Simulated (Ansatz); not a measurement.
# [H3P2]− (SMILES [PH-]P): RPA@PBE/STO-3G

What is the vertical ionisation energy of [H3P2]− at RPA@PBE/STO-3G? 

The results are computed with Ansatz 0.2.0.

## Step 1: Starting point

[H3P2]− has 5 atoms, charge -1, and is taken as a singlet. SMILES: `[PH-]P`. Geometry: a GFN2-xTB relaxation, a rough one for these elements and not checked as a minimum.

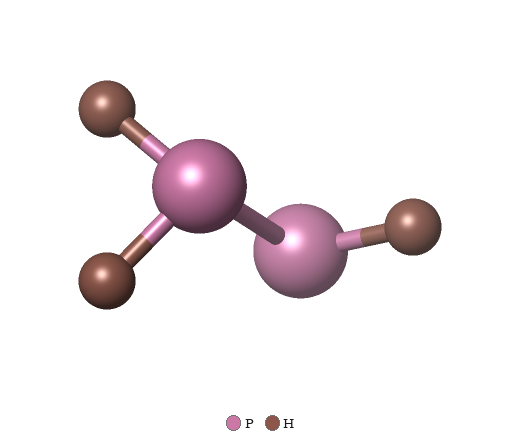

Viewed from a chosen angle; phosphorus pink, hydrogen brown.

## Step 2: The energy at RPA@PBE/STO-3G

The input, in.yaml:

```yaml
crystal:
  periodic: [false, false, false]
  atoms:
    - {symbol: P, position_ang: [0.790170, -1.109400, 0.143810]}
    - {symbol: P, position_ang: [-0.477530, 0.546260, 0.076070]}
    - {symbol: H, position_ang: [0.279530, -1.462550, 1.364400]}
    - {symbol: H, position_ang: [-0.983870, 0.470170, -1.228180]}
    - {symbol: H, position_ang: [0.391690, 1.555520, -0.356110]}
basis:
  gaussian: {orbitals: STO-3G}
correlation: {method: rpa, frozen_orbitals: {H: 0, P: 5}}
accuracy: high
total_charge: -1
hamiltonian: {xc: pbe}
```

Started as:

```sh
$ ansatz run in.yaml --threads 1 --pin off --max-ram 2610MiB --events-out events.jsonl --progress --plain --runs-dir runs
```

Log:

```text
Warning: RAYON_NUM_THREADS=1 ignored (pool sized by the plan → 1); use --threads N
Functional definition: PBE
  name "PBE"
  parameter kappa = 0.804
  parameter beta = 0.06672455060314922
  exchange = pbe_x(kappa = kappa, mu = beta*pi^2/3)
  correlation = pbe_c(beta = beta)
371 factors; integrals over basis functions are off by at most 3.4e-9 eV
mean field evaluation 1: about -18398.9193 eV, gradient 2.0e1 eV
mean field evaluation 2: about -18398.8920 eV, gradient 1.9e1 eV
mean field evaluation 4: about -18400.3503 eV, gradient 4.7e0 eV
mean field evaluation 8: about -18400.4686 eV, gradient 7.9e-3 eV
mean field evaluation 16: about -18400.4686 eV, gradient 5.8e-8 eV
mean field -18400.46859669 eV, -676.2047486429 hartree, gradient 5.8e-8 eV, S^2 0.000000; 0 other end points of the search recorded, 0 dependent functions left out
10 core orbitals not correlated: weight in the atoms' cores, before any rotation towards them, 0.999 or more for the frozen orbitals, at most 0.000 for the correlated occupied ones
reference -18376.32290931 eV, -675.3174109980 hartree; 7, 7 occupied and 4, 4 virtual orbitals, 371 factors
Total energy: -18380.21262734 eV, -675.4603554990 hartree
```

Wall time 0.78 s (1 thread of Intel Xeon 6975P-C (Granite Rapids), shared host); peak memory 0.12 GiB.

## Step 3: Doublet neutral H3P2, same level

Changes to in.yaml since step 2:

```diff
@@ -9,6 +9,12 @@
 basis:
-  gaussian: {orbitals: STO-3G}
-correlation: {method: rpa, frozen_orbitals: {H: 0, P: 5}}
+  gaussian:
+    orbitals: STO-3G
+magnetization:
+  spin_polarized: true
+  initial_magnetization: 1
+hamiltonian:
+  xc: pbe
+correlation:
+  method: rpa
+  frozen_orbitals: {H: 0, P: 5}
 accuracy: high
-total_charge: -1
-hamiltonian: {xc: pbe}
```

Started as:

```sh
$ ansatz run in.yaml --threads 1 --pin off --max-ram 2610MiB --events-out events.jsonl --progress --plain --runs-dir runs
```

Log (excerpt; [...] marks lines left out):

```text
Warning: RAYON_NUM_THREADS=1 ignored (pool sized by the plan → 1); use --threads N
[... 6 set-up lines as earlier in the session ...]
370 factors; integrals over basis functions are off by at most 3.4e-9 eV
mean field evaluation 1: about -18404.2026 eV, gradient 7.0e0 eV
mean field evaluation 2: about -18404.1713 eV, gradient 7.0e0 eV
mean field evaluation 4: about -18404.5387 eV, gradient 8.6e-1 eV
mean field evaluation 8: about -18404.5447 eV, gradient 1.3e-2 eV
mean field evaluation 16: about -18404.5447 eV, gradient 7.8e-7 eV
mean field -18404.54466664 eV, -676.3545414505 hartree, gradient 6.7e-8 eV, S^2 0.751804; 2 other end points of the search recorded, 0 dependent functions left out
10 core orbitals not correlated: weight in the atoms' cores, before any rotation towards them, 0.999 or more for the frozen orbitals, at most 0.000 for the correlated occupied ones
reference -18381.69615677 eV, -675.5148742002 hartree; 7, 6 occupied and 4, 5 virtual orbitals, 370 factors
Total energy: -18385.68817853 eV, -675.6615782938 hartree
```

Run time: 1.1 s. Hardware: 1 thread of Intel Xeon 6975P-C (Granite Rapids), shared host; peak memory 0.15 GiB.

## Step 4: Outcome

Level: RPA@PBE/STO-3G, 10 core orbitals frozen.

| quantity | value |
| --- | --- |
| singlet [H3P2]−: total energy | -675.46036 Eh |
| singlet [H3P2]−: RPA correlation energy (valence) | -142.9 mEh |
| doublet neutral H3P2: total energy | -675.66158 Eh |
| doublet neutral H3P2: RPA correlation energy (valence) | -146.7 mEh |
| doublet neutral H3P2: ⟨S²⟩ | 0.752 |
| vertical ionisation energy (to the doublet neutral) | -5.476 eV |

**Reading.** The species is unbound against losing an electron at this level, by 5.48 eV (−126 kcal/mol); missing correlation or diffuse functions can give that sign where the real anion is bound.
